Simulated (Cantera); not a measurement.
A closed system holds: 1 mol trisilylamine, 0.33 mol NH3, a varied amount of N2, at 2000 K and 0.00133 bar.

Equilibrium computed with Cantera from the NASA thermochemical tables; the gas is ideal and each condensed phase is pure. Candidate condensed phases: Si, Si3N4; 18 gas species. The feed counts by its element totals alone. The tables' values for SiN are old estimates; treat these amounts as uncertain. Gases not in the tables: Si2H6 and higher silanes. Kinetics and transport are ignored.

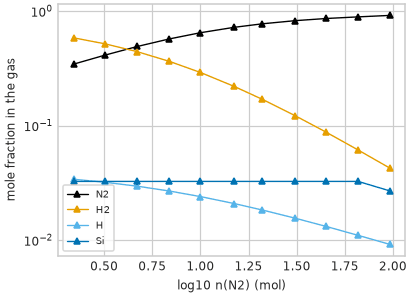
Fig. 1. Equilibrium gas composition (values under 1e-9 drawn at 1e-9)

From 2.2 mol N2 to 66 mol N2 the condensed part is Si(l). At 96 mol N2 nothing is condensed. The main Si-bearing gas is Si throughout. The share of Si in condensed phases is highest at 2.2 mol N2 (90.4 %) and lowest at 96 mol N2 (0.0 %).
